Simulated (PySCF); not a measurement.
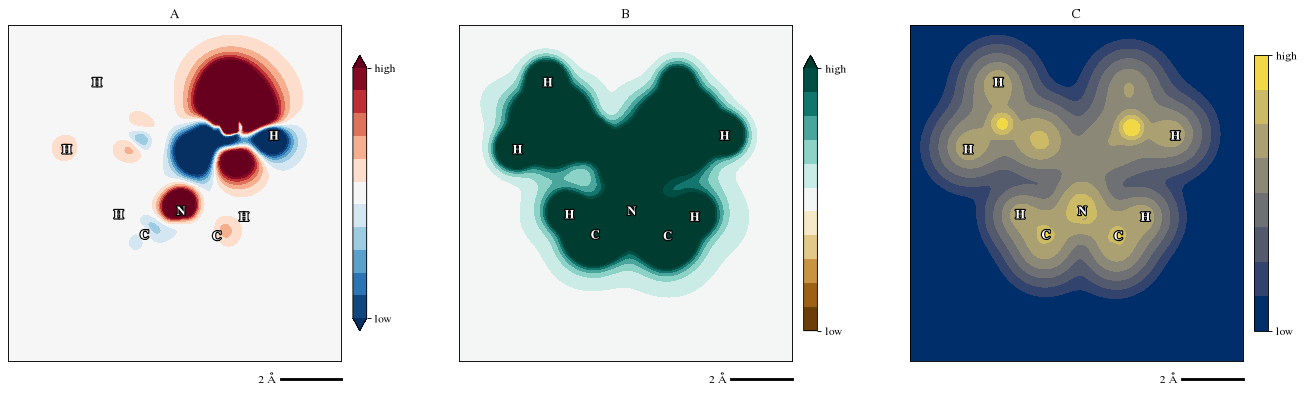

C2H12NOSi3 (doublet): 3 fields on the plane of atoms N2, C3 and H11, with unlabelled colour scales.

Geometry: GFN2-xTB.

Theory: UKS B3LYP, pcH-1 on C H N O Si, non-relativistic, mean-field spin-orbit, GIAO in PySCF.

```json
{"atom": "C", "x (Å)": "-2.0567", "y (Å)": "-0.9618", "z (Å)": "-0.9409"}
{"atom": "N", "x (Å)": "-1.0204", "y (Å)": "-0.0610", "z (Å)": "-0.5132"}
{"atom": "C", "x (Å)": "-1.4254", "y (Å)": "1.3182", "z (Å)": "-0.5930"}
{"atom": "Si", "x (Å)": "0.1985", "y (Å)": "-0.5881", "z (Å)": "0.5876"}
{"atom": "Si", "x (Å)": "1.2066", "y (Å)": "-2.3815", "z (Å)": "-0.3657"}
{"atom": "O", "x (Å)": "1.3209", "y (Å)": "0.5900", "z (Å)": "0.6934"}
{"atom": "Si", "x (Å)": "2.4038", "y (Å)": "1.6789", "z (Å)": "0.2145"}
{"atom": "H", "x (Å)": "-1.6801", "y (Å)": "-1.9828", "z (Å)": "-0.9432"}
{"atom": "H", "x (Å)": "-2.9336", "y (Å)": "-0.9169", "z (Å)": "-0.2815"}
{"atom": "H", "x (Å)": "-2.3812", "y (Å)": "-0.7046", "z (Å)": "-1.9534"}
{"atom": "H", "x (Å)": "-0.6083", "y (Å)": "1.9518", "z (Å)": "-0.2611"}
{"atom": "H", "x (Å)": "-2.3073", "y (Å)": "1.5238", "z (Å)": "0.0271"}
{"atom": "H", "x (Å)": "-1.6706", "y (Å)": "1.5730", "z (Å)": "-1.6288"}
{"atom": "H", "x (Å)": "-0.2638", "y (Å)": "-0.5749", "z (Å)": "1.9956"}
{"atom": "H", "x (Å)": "0.5196", "y (Å)": "-3.6815", "z (Å)": "-0.2802"}
{"atom": "H", "x (Å)": "2.5990", "y (Å)": "-2.6938", "z (Å)": "-0.0144"}
{"atom": "H", "x (Å)": "3.5879", "y (Å)": "1.4228", "z (Å)": "1.0317"}
{"atom": "H", "x (Å)": "1.8291", "y (Å)": "3.0003", "z (Å)": "0.4751"}
{"atom": "H", "x (Å)": "2.6722", "y (Å)": "1.4973", "z (Å)": "-1.2116"}
```

> Match the panels to the quantities (electron density, electrostatic potential and spin density).

Panel A: spin density (confined to the atoms that carry the unpaired spin). Panel B: electrostatic potential (strongly positive close to the atoms and fading to about zero outside). Panel C: electron density. From the grid: C–N (1.44 Å): the density is about 1.6 e/Å³ at the midpoint.
